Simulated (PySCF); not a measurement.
## Electronic structure of C6H7FSi (SMILES FC[SiH2]C#CC1=CC1) in real space

Input

```
{"job": {"kind": "nmr", "xc": "PBE0", "basis": "pcSseg-1"}, "charge": 0, "multiplicity": 1}
F      4.442478     0.358181     0.357159
C      3.108443     0.501425     0.025022
Si     2.026594    -0.649626     1.119023
C      0.294792    -0.309402     0.591587
C     -0.857690    -0.085158     0.279769
C     -2.151910     0.140700    -0.112068
C     -3.288909     0.790031    -0.074145
C     -3.251303    -0.356076    -1.027367
H      2.870025     1.559961     0.158956
H      3.029842     0.264985    -1.039431
H      2.384118    -2.043096     0.842596
H      2.212937    -0.289522     2.526161
H     -3.883443     1.574767     0.321393
H     -3.765055    -1.279512    -0.781953
H     -3.175332    -0.169669    -2.093512
```

Run with:

```sh
OMP_NUM_THREADS=1 python probes_run.py task.json out
```

Geometry: GFN2-xTB.

Method: PBE0/pcSseg-1, SCF density, gas phase, non-relativistic in PySCF.

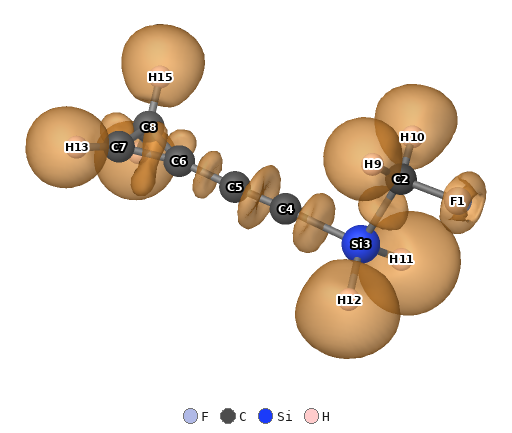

Figure 1. Isosurface of the ELF at 0.85 (orange), seen at a tilt. Core shells and regions of very low density are left out.

### Identify the bonds, lone pairs and shells in this picture.

The surface consists of five regions between bonded C–C atoms (shared pairs), two regions between bonded C–Si atoms (shared pairs), seven regions around hydrogen nuclei and one region wrapped around F (its lone pairs, merged into a ring or cap).


C–C (1.21 Å): the ELF peaks at about 0.85 between the atoms (a multiple bond). C–F (1.38 Å): the ELF peaks at about 0.80 between the atoms, as expected for a polar covalent bond.

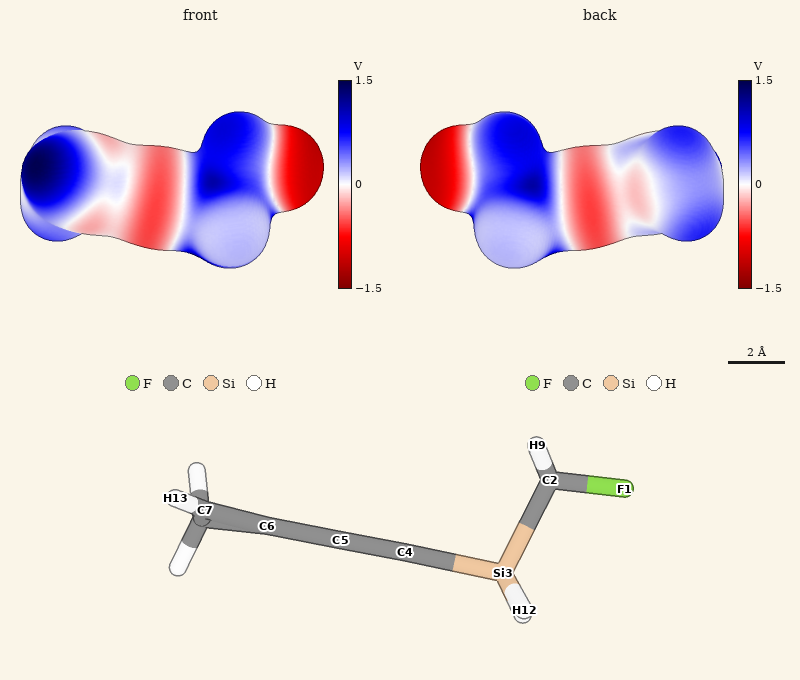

Figure 2. The molecular electrostatic potential painted on the density surface at 0.002 e/bohr³, seen from the front and from behind; red is negative and blue positive. The bare structure is drawn below in the same view.

### Which sites attract a positive test charge, and which a negative one?

A positive charge is drawn to the negative regions and a negative charge to the positive ones. The most negative region (about −1.1 V, or −25 kcal/mol for a unit charge) lies over F1, the most positive (about +1.4 V, or +32 kcal/mol for a unit charge) over H13.

### What dipole moment does the calculation give?

Its dipole moment is 2.43 D.

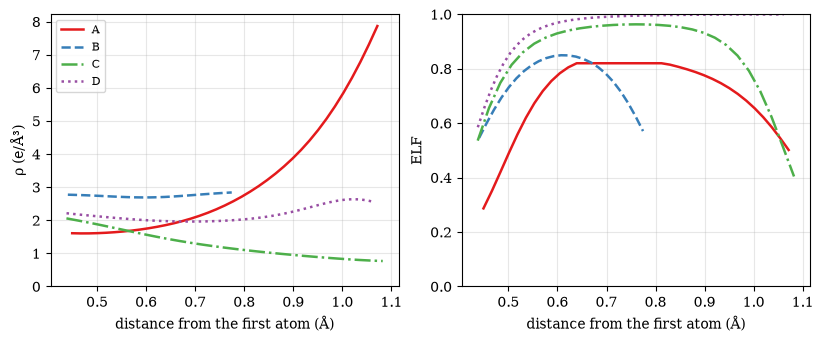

Figure 3. Total electron density and ELF along straight lines between neighbouring atoms. The curves leave out the atomic cores.

### Which curve belongs to which contact (C–C, C–F, C–H and C–Si)? The first atom named is at distance zero.

Curve A: C–F (1.38 Å): ρ is about 2.1 e/Å³ halfway, with its minimum of 1.6 e/Å³ about 0.5 Å from C; the ELF peaks at about 0.80 between the atoms (a polar covalent bond). Curve B: C–C (1.21 Å): ρ is about 2.7 e/Å³ halfway; the ELF peaks at about 0.85 between the atoms: a multiple bond. Curve C: C–Si (1.84 Å): ρ at the midpoint is about 0.93 e/Å³; the ELF peaks at about 0.95 between the atoms; localised, covalent bonding. Curve D: C–H (1.06 Å): the density is about 2.1 e/Å³ at the midpoint; the ELF climbs to about 1 towards the hydrogen, as it does in any bond to H (an ordinary covalent bond to hydrogen).
